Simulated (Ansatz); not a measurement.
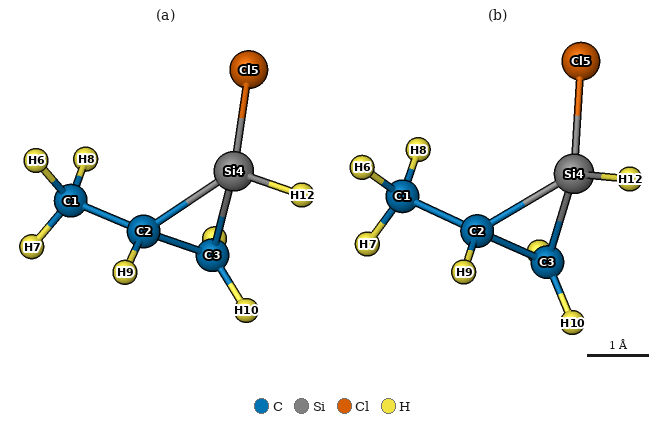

The structure of C3H7ClSi (coarse preliminary run) before (left) and after (right) a relaxation, at one scale.

Style: ball-and-stick. Shown at a tilt.

The start comes from a force field.

These are results of RKS PBE-D4/def2-SVP (Ansatz), not measurements.

Input file:
```yaml
crystal:
  periodic: [false, false, false]
  atoms:
    - {symbol: C, position_ang: [-1.071100, -0.459200, 1.016400]}
    - {symbol: C, position_ang: [0.239200, 0.007300, 0.577700]}
    - {symbol: C, position_ang: [0.850400, -0.636300, -0.612200]}
    - {symbol: Si, position_ang: [0.537400, 1.243000, -0.752000]}
    - {symbol: Cl, position_ang: [-0.999800, 1.354100, -2.170200]}
    - {symbol: H, position_ang: [-1.597900, 0.382200, 1.605000]}
    - {symbol: H, position_ang: [-1.022200, -1.311200, 1.630500]}
    - {symbol: H, position_ang: [-1.741300, -0.633700, 0.156200]}
    - {symbol: H, position_ang: [0.871700, 0.189700, 1.492300]}
    - {symbol: H, position_ang: [1.951200, -0.812900, -0.564600]}
    - {symbol: H, position_ang: [0.287100, -1.249100, -1.247900]}
    - {symbol: H, position_ang: [1.772300, 1.871000, -1.097300]}
basis:
  gaussian: {orbitals: def2-SVP}
hamiltonian: {xc: pbe, dispersion: d4}
relax: {f_tol: 0.03, max_steps: 200}
```

Launched with:
```bash
ansatz run in.yaml --threads 4 --pin off --events-out ev --progress --plain --max-ram 10444MiB
```

Summarise the run.

H12 moves most after the best rigid fit: 0.33 Å. By element the largest moves are H 0.33 Å, Si 0.25 Å, Cl 0.17 Å, C 0.13 Å. Some distances before and after: C2–C3 1.484 → 1.566 Å, Si4–H12 1.428 → 1.492 Å, C1–H7 1.051 → 1.112 Å, C1–C2 1.458 → 1.518 Å. Among the angles between lasting bonds that change: C3–Si4–H12 108.0° → 123.2°, C3–Si4–Cl5 102.8° → 117.9°, Si4–C3–H10 108.7° → 120.6°. After 6 geometry steps the energy has fallen by 0.752 eV. The largest force component goes from 3 to 0.028 eV/Å. Cost: 8.5 s on 4 threads of Intel Xeon Platinum 8488C, with other jobs on the host.
